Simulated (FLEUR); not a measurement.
**Magnetic state of Fe3Ge from several starts**

A self-consistent run ends on one state, which hangs on the start. Several orders of Fe3Ge are started in FLEUR and their energies compared.

Main program and level: FLEUR MaX-R8.1; LDA (VWN); all-electron FLAPW, Dirac cores, scalar-relativistic bands.

### 1. Set-up

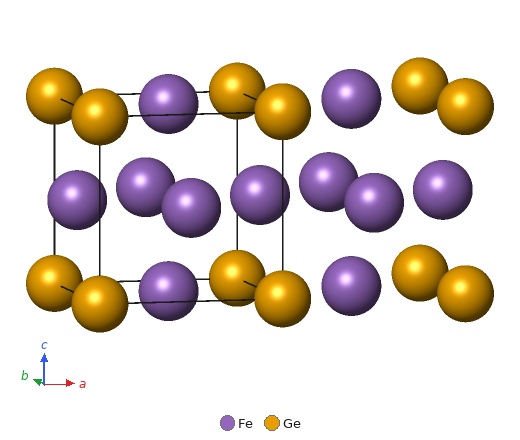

The cell as given, slightly off an axis (iron purple, germanium orange). 2×1×1 cells are drawn. Some periodic images of atoms are drawn too.

As a file:

```
Fe Ge
1.0
     3.66050    0.00000    0.00000
     0.00000    3.66050    0.00000
     0.00000    0.00000    3.66050
Fe Ge
3 1
Direct
  0.00000 0.50000 0.50000
  0.50000 0.50000 0.00000
  0.50000 0.00000 0.50000
  0.00000 0.00000 0.00000
```

The cell comes from a database of computed structures and need not be the stable phase.

### 2. Run 1 (ferro +++)

The parallel start is the test of whether parallel moments hold.

inpgen writes inp.xml from crystal.txt; cutoffs, mixing, functional, smearing and local orbitals are then set in the file. The k list default-1 (kpts.xml, not shown) is a Γ-centred 8×8×8 mesh; where the ranks do not divide the number of points, some are split in two of half the weight.

inp.xml

```
<?xml version="1.0" encoding="UTF-8" standalone="no"?>
<fleurInput fleurInputVersion="0.39">
   <comment>
      Fe3Ge
   </comment>
   <calculationSetup>
      <cutoffs Kmax="3.6" Gmax="10.8" GmaxXC="10.8" numbands="0"/>
      <scfLoop itmax="90" minDistance="0.00002" maxIterBroyd="15" imix="Anderson" alpha="0.05" precondParam="0.0" spinf="2.0" sdNocoIR="T"/>
      <coreElectrons ctail="T" frcor="F" kcrel="0" coretail_lmax="0"/>
      <xcFunctional name="vwn" relativisticCorrections="F"/>
      <magnetism jspins="2"/>
      <soc l_soc="F" theta="0.0" phi="0.0" spav="F"/>
      <expertModes spex="0" secvar="F"/>
      <geometryOptimization l_f="F" forcealpha="1.0" forcemix="BFGS" epsdisp="0.00001" epsforce="0.00001"/>
      <ldaU l_linMix="F" mixParam="0.05" spinf="1.0"/>
   </calculationSetup>
   <cell>
      <bzIntegration valenceElectrons="62.0" mode="hist" fermiSmearingEnergy="0.00183747">
         <kPointListSelection listName="default-1"/>
         <xi:include xmlns:xi="http://www.w3.org/2001/XInclude" href="kpts.xml"> </xi:include>
      </bzIntegration>
      <xi:include xmlns:xi="http://www.w3.org/2001/XInclude" href="sym.xml"> </xi:include>
      <bulkLattice scale="1.0">
         <bravaisMatrix>
            <row-1>    6.9173434617558840     0.0000000000000000     0.0000000000000000</row-1>
            <row-2>    0.0000000000000000     6.9173434617558840     0.0000000000000000</row-2>
            <row-3>    0.0000000000000000     0.0000000000000000     6.9173434617558840</row-3>
         </bravaisMatrix>
      </bulkLattice>
   </cell>
   <atomSpecies>
      <species name="Iron (Fe) 2.800" element="Fe" atomicNumber="26">
         <mtSphere radius="2.38" gridPoints="787" logIncrement="0.016"/>
         <atomicCutoffs lmax="8" lnonsphr="6"/>
         <electronConfig flipSpins="F">
            <coreConfig>(1s1/2) (2s1/2) (2p1/2) (2p3/2)</coreConfig>
            <valenceConfig>(3s1/2) (3p1/2) (3p3/2) (4s1/2) (3d3/2) (3d5/2)</valenceConfig>
            <stateOccupation state="(3d3/2)" spinUp="1.4" spinDown="1.0"/>
            <stateOccupation state="(3d5/2)" spinUp="3.0" spinDown="0.6"/>
         </electronConfig>
         <energyParameters s="4" p="4" d="3" f="4"/>
         <lo type="SCLO" l="0" n="3" eDeriv="0"/>
         <lo type="SCLO" l="1" n="3" eDeriv="0"/>
      </species>
      <species name="Germanium (Ge)" element="Ge" atomicNumber="32">
         <mtSphere radius="2.38" gridPoints="787" logIncrement="0.016"/>
         <atomicCutoffs lmax="8" lnonsphr="6"/>
         <electronConfig flipSpins="F">
            <coreConfig>(1s1/2) (2s1/2) (2p1/2) (2p3/2) (3s1/2) (3p1/2) (3p3/2)</coreConfig>
            <valenceConfig>(4s1/2) (3d3/2) (3d5/2) (4p1/2) (4p3/2)</valenceConfig>
            <stateOccupation state="(4p1/2)" spinUp="0.333333" spinDown="0.333333"/>
            <stateOccupation state="(4p3/2)" spinUp="0.666667" spinDown="0.666667"/>
         </electronConfig>
         <energyParameters s="4" p="4" d="3" f="4"/>
      </species>
   </atomSpecies>
   <atomGroups>
      <atomGroup species="Iron (Fe) 2.800">
         <relPos label="                   1">.0000000000 1.000/2.000 1.000/2.000</relPos>
         <relPos label="                   2">1.000/2.000 1.000/2.000 .0000000000</relPos>
         <relPos label="                   3">1.000/2.000 .0000000000 1.000/2.000</relPos>
         <force calculate="T" relaxXYZ="TTT"/>
      </atomGroup>
      <atomGroup species="Germanium (Ge)">
         <relPos label="                   4">.0000000000 .0000000000 .0000000000</relPos>
         <force calculate="T" relaxXYZ="TTT"/>
      </atomGroup>
   </atomGroups>
   <output dos="F" band="F" slice="F">
      <bandDOS minEnergy="-.5*Htr" maxEnergy="0.5*Htr" sigma="0.015" storeEVData="T"/>
      <plotting iplot="0" polar="F">
         <plot TwoD="T" vec1="  1.0  0.0  0.0" vec2="  0.0  1.0  0.0" vec3="  0.0  0.0  1.0" zero="  0.0  0.0  0.0" file="plot"/>
      </plotting>
      <moessbauerParams electricFieldGradient="F" isomerShift="F" coreHyperfine="F" valenceHyperfine="F"/>
   </output>
</fleurInput>
```

crystal.txt

```
Fe3Ge
&input film=F cartesian=F /
3.66050052000  0.00000000000  0.00000000000
0.00000000000  3.66050052000  0.00000000000
0.00000000000  0.00000000000  3.66050052000
1.8897261246
1.0 1.0 1.0

4
26 0.00000000000  0.50000000000  0.50000000000 : 2.800
26 0.50000000000  0.50000000000  0.00000000000 : 2.800
26 0.50000000000  0.00000000000  0.50000000000 : 2.800
32 0.00000000000  0.00000000000  0.00000000000

&kpt div1=8 div2=8 div3=8 gamma=T /
```

The run is started by

```console
> OMP_NUM_THREADS=1 inpgen -f crystal.txt > inpgen.log  # inp.xml is then edited as shown
> OMP_NUM_THREADS=1 mpirun -n 4 fleur_MPI > fleur.log
```

The program printed:

```text
Welcome to FLEUR        (www.flapw.de)
      MaX-Release 8.1          (www.max-centre.eu)

 ========== k-point set info ==========
 Selected k-point list: default-1
 k-point list type: mesh
 0 x 0 x 0
 Number of k points: 36

 ------------Calculation Setup---------------------------
 Number of MPI-tasks      :            4
 Number of PE/node        :            4
 Number of OMP-threads    :            1
 k-points in parallel     :            4
 pe's per k-point         :            1
 No of k-point loops      :            9
 Eigenvalue solver        :       lapack
 Number of basis functions:          304
 Approximate size of matrices (H+S) per k-point:         0.001 GB
 --------------------------------------------------------
 Iteration:     1   Distance:      13.69028116 me/bohr^3
 Iteration:     2   Distance:      13.09282453 me/bohr^3
 Iteration:     3   Distance:       8.07352231 me/bohr^3
 Iteration:     4   Distance:       4.28993253 me/bohr^3
 Iteration:     5   Distance:       3.42161395 me/bohr^3
 Iteration:     6   Distance:       1.21269079 me/bohr^3
 Iteration:     7   Distance:       1.21347982 me/bohr^3
 Iteration:     8   Distance:       0.87411749 me/bohr^3
 Iteration:     9   Distance:       0.36239107 me/bohr^3
 Iteration:    10   Distance:       0.21437794 me/bohr^3
 Iteration:    11   Distance:       0.07578095 me/bohr^3
 Iteration:    12   Distance:       0.05909040 me/bohr^3
 Iteration:    13   Distance:       0.00588969 me/bohr^3
 Iteration:    14   Distance:       0.00554377 me/bohr^3
 Iteration:    15   Distance:       0.00121386 me/bohr^3
 Iteration:    16   Distance:       0.00116590 me/bohr^3
 Iteration:    17   Distance:       0.00037304 me/bohr^3
 Iteration:    18   Distance:       0.00014962 me/bohr^3
 Iteration:    19   Distance:       0.00004172 me/bohr^3
 Iteration:    20   Distance:       0.00002959 me/bohr^3
 Iteration:    21   Distance:       0.00002092 me/bohr^3
 Iteration:    22   Distance:       0.00001799 me/bohr^3

 ********************************************************************
 Run finished successfully
 Stop message:
   all done
 ********************************************************************

--- out.xml (last complete iteration) ---
<iteration numberForCurrentRun="   22" overallNumber="   22">
         <energyParameters units="Htr">
            <atomicEP atomType="1" spin="1" branch="4s" branchLowest="-2.84" branchHighest="1.67" value="0.2081601327"/>
            <atomicEP atomType="1" spin="1" branch="4p" branchLowest="-1.60" branchHighest="2.22" value="0.3425268023"/>
            <atomicEP atomType="1" spin="1" branch="3d" branchLowest="-9.99" branchHighest="0.39" value="0.2779012350"/>
            <atomicEP atomType="1" spin="1" branch="4f" branchLowest="-9.99" branchHighest="3.32" value="0.6568634818"/>
            <loAtomicEP atomType="1" spin="1" branch="3s" branchLowest="-29.44" branchHighest="-2.84" value="-2.8466914754"/>
            <loAtomicEP atomType="1" spin="1" branch="3p" branchLowest="-25.03" branchHighest="-1.60" value="-1.6142070756"/>
            <atomicEP atomType="2" spin="1" branch="4s" branchLowest="-5.63" branchHighest="0.75" value="0.0042928247"/>
            <atomicEP atomType="2" spin="1" branch="4p" branchLowest="-3.71" branchHighest="1.37" value="0.2361570213"/>
            <atomicEP atomType="2" spin="1" branch="3d" branchLowest="-9.99" branchHighest="-0.54" value="-0.5500711110"/>
            <atomicEP atomType="2" spin="1" branch="4f" branchLowest="-9.99" branchHighest="3.21" value="0.6081577235"/>
            <atomicEP atomType="1" spin="2" branch="4s" branchLowest="-2.75" branchHighest="1.72" value="0.2176083897"/>
            <atomicEP atomType="1" spin="2" branch="4p" branchLowest="-1.51" branchHighest="2.27" value="0.3486138614"/>
            <atomicEP atomType="1" spin="2" branch="3d" branchLowest="-9.99" branchHighest="0.48" value="0.3398463564"/>
            <atomicEP atomType="1" spin="2" branch="4f" branchLowest="-9.99" branchHighest="3.37" value="0.6602285735"/>
            <loAtomicEP atomType="1" spin="2" branch="3s" branchLowest="-29.40" branchHighest="-2.75" value="-2.7587716288"/>
            <loAtomicEP atomType="1" spin="2" branch="3p" branchLowest="-24.99" branchHighest="-1.51" value="-1.5290944087"/>
            <atomicEP atomType="2" spin="2" branch="4s" branchLowest="-5.63" branchHighest="0.75" value="-0.0008740663"/>
            <atomicEP atomType="2" spin="2" branch="4p" branchLowest="-3.71" branchHighest="1.37" value="0.2312945640"/>
            <atomicEP atomType="2" spin="2" branch="3d" branchLowest="-9.99" branchHighest="-0.54" value="-0.5509065401"/>
            <atomicEP atomType="2" spin="2" branch="4f" branchLowest="-9.99" branchHighest="3.21" value="0.6037305917"/>
         </energyParameters>
         <bandgap value="0.0038776675" units="eV"/>
         <sumValenceSingleParticleEnergies value="-43.6552649589" units="Htr"/>
         <FermiEnergy value="0.3690206770" units="Htr"/>
         <valenceDensity>
            <mtCharges spin="1">
               <mtCharge atomType="1" total="8.6692704" s="1.2018074" p="3.2157118" d="4.2316611" f="0.0156394"/>
               <mtCharge atomType="2" total="6.2773069" s="0.5806690" p="0.6436115" d="5.0266148" f="0.0202849"/>
            </mtCharges>
            <mtCharges spin="2">
               <mtCharge atomType="1" total="6.4877896" s="1.1982315" p="3.2168407" d="2.0558019" f="0.0140426"/>
               <mtCharge atomType="2" total="6.3926472" s="0.5755337" p="0.7806504" d="5.0175753" f="0.0150580"/>
            </mtCharges>
            <spinDependentCharge spin="1" total="34.1931231" interstitial="1.9080050" mtSpheres="32.2851181"/>
            <spinDependentCharge spin="2" total="27.8068769" interstitial="1.9508609" mtSpheres="25.8560159"/>
            <totalCharge value="62.0000000000"/>
         </valenceDensity>
         <coreStates atomType="     1" atomicNumber=" 26" spin="1" kinEnergy="    572.9383633900" eigValSum="   -360.4792733213" lostElectrons=" 0.000000">
            <state n="1" l="0" j="0.5" energy="-255.9489255012" weight="1.0000000000"/>
            <state n="2" l="0" j="0.5" energy="-29.4394593307" weight="1.0000000000"/>
            <state n="2" l="1" j="0.5" energy="-25.3350641656" weight="1.0000000000"/>
            <state n="2" l="1" j="1.5" energy="-24.8779121619" weight="2.0000000000"/>
         </coreStates>
         <coreStates atomType="     1" atomicNumber=" 26" spin="2" kinEnergy="    573.3333622965" eigValSum="   -360.3359617814" lostElectrons=" 0.000000">
            <state n="1" l="0" j="0.5" energy="-255.9485858481" weight="1.0000000000"/>
            <state n="2" l="0" j="0.5" energy="-29.3963641054" weight="1.0000000000"/>
            <state n="2" l="1" j="0.5" energy="-25.3023466917" weight="1.0000000000"/>
            <state n="2" l="1" j="1.5" energy="-24.8443325681" weight="2.0000000000"/>
         </coreStates>
         <coreStates atomType="     2" atomicNumber=" 32" spin="1" kinEnergy="    991.0508446774" eigValSum="   -598.4532937907" lostElectrons=" 0.000196">
            <state n="1" l="0" j="0.5" energy="-401.4320512361" weight="1.0000000000"/>
            <state n="2" l="0" j="0.5" energy="-49.7801311960" weight="1.0000000000"/>
            <state n="2" l="1" j="0.5" energy="-44.2695974680" weight="1.0000000000"/>
            <state n="2" l="1" j="1.5" energy="-43.1007801121" weight="2.0000000000"/>
            <state n="3" l="0" j="0.5" energy="-5.6341244065" weight="1.0000000000"/>
            <state n="3" l="1" j="0.5" energy="-3.8170839872" weight="1.0000000000"/>
            <state n="3" l="1" j="1.5" energy="-3.6593726364" weight="2.0000000000"/>
         </coreStates>
         <coreStates atomType="     2" atomicNumber=" 32" spin="2" kinEnergy="    991.0450533962" eigValSum="   -598.4559722587" lostElectrons=" 0.000197">
            <state n="1" l="0" j="0.5" energy="-401.4324049777" weight="1.0000000000"/>
            <state n="2" l="0" j="0.5" energy="-49.7802227157" weight="1.0000000000"/>
            <state n="2" l="1" j="0.5" energy="-44.2698375320" weight="1.0000000000"/>
            <state n="2" l="1" j="1.5" energy="-43.1010103953" weight="2.0000000000"/>
            <state n="3" l="0" j="0.5" energy="-5.6344415811" weight="1.0000000000"/>
            <state n="3" l="1" j="0.5" energy="-3.8174790865" weight="1.0000000000"/>
            <state n="3" l="1" j="1.5" energy="-3.6597827875" weight="2.0000000000"/>
         </coreStates>
         <allElectronCharges>
            <spinDependentCharge spin="1" total="58.1931231" interstitial="1.9081847" mtSpheres="56.2849384"/>
            <spinDependentCharge spin="2" total="51.8068769" interstitial="1.9510416" mtSpheres="49.8558353"/>
            <totalCharge value="109.9999999879"/>
         </allElectronCharges>
         <magneticMomentsInMTSpheres units="muBohr">
            <globalMagMoment atomType="1" vec="0.00000   0.00000   2.18148"/>
            <localMagMoment atomType="1" vec="0.00000   0.00000   2.18148"/>
            <globalMagMoment atomType="2" vec="0.00000   0.00000  -0.11534"/>
            <localMagMoment atomType="2" vec="0.00000   0.00000  -0.11534"/>
         </magneticMomentsInMTSpheres>
         <moessbauerParams unitsHFF="kG" unitsIS="e/bohr^3" unitsEFG="Htr/bohr^2">
         </moessbauerParams>
         <totalEnergy value="    -5907.9661354749" units="Htr">
            <sumOfEigenvalues value="    -3403.0102363164">
               <coreElectrons value="-3359.3549713575"/>
               <valenceElectrons value="-43.6552649589"/>
            </sumOfEigenvalues>
            <densityCoulombPotentialIntegral value="-9089.3697947673"/>
            <densityEffectivePotentialIntegral value="-9404.3812183980"/>
            <chargeDenXCDenIntegral value="-237.9416643675"/>
            <FockExchangeEnergyValence value="0.0000000000"/>
            <FockExchangeEnergyCore value="0.0000000000"/>
            <atomTypeDependentContributions atomType="1">
               <electronNucleiInteractionDifferentMTs value="4560.2574428970"/>
               <MadelungTerm value="-27.3688769429"/>
            </atomTypeDependentContributions>
            <atomTypeDependentContributions atomType="2">
               <electronNucleiInteractionDifferentMTs value="2525.3260920347"/>
               <MadelungTerm value="-13.7581439309"/>
            </atomTypeDependentContributions>
            <tkbTimesEntropy value="0.0010193500"/>
            <freeEnergy value="-5907.9671548249"/>
            <extrapolationTo0K value="-5907.9666451499"/>
         </totalEnergy>
         <densityConvergence units="me/bohr^3">
            <chargeDensity spin="1" distance="0.0000101881"/>
            <chargeDensity spin="2" distance="0.0000125528"/>
            <overallChargeDensity distance="0.0000141087"/>
            <spinDensity distance="0.0000179911"/>
         </densityConvergence>
      </iteration>
```

The job ended after 16 s (4 MPI ranks of Intel Xeon 6975P-C (Granite Rapids), shared host; peak memory 0.23 GiB).

Spin moment in the muffin-tin sphere by atom:

| atom | spin moment in the muffin-tin sphere (μB) |
| --- | --- |
| Fe1 | 2.18 |
| Fe2 | 2.18 |
| Fe3 | 2.18 |
| Ge4 | -0.12 |

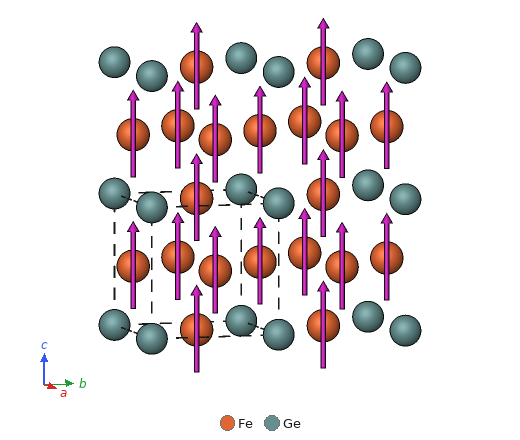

Spin moment in the muffin-tin sphere as arrows, the longest 2.18 μB. Up and down stand for the sign. Arrows give size and sign along the axis of quantisation, drawn up and down the page. 1×2×2 cells are drawn. Some periodic images of atoms are drawn too.

Read from the output:

* free energy: -160763.9762 eV
* program's band gap on this mesh (in a metal only a level spacing): 0.003878 eV
* magnetization: 6.386 μB
* final state: ferromagnetic, with opposed induced moments

After 22 cycles the largest moment stands at 2.18 μB.

(Part 1 of 3 ends here.)

[Logs and program files are shortened in this print: banners, set-up blocks, solver, clock and traceback lines can be left out without a mark of their own.]

[Logs are printed without paths, hosts, clocks, repeated set-up lines and the standing remarks that a program may print on its own settings, such as how far it seeks lower states.]

[Hosts, paths, dates, database ids (printed as entryN), source tags and the programs' standing remarks are cut or masked in the printed files.]

[Where a cell is said to come from a database of computed structures, the database is the Materials Project.]
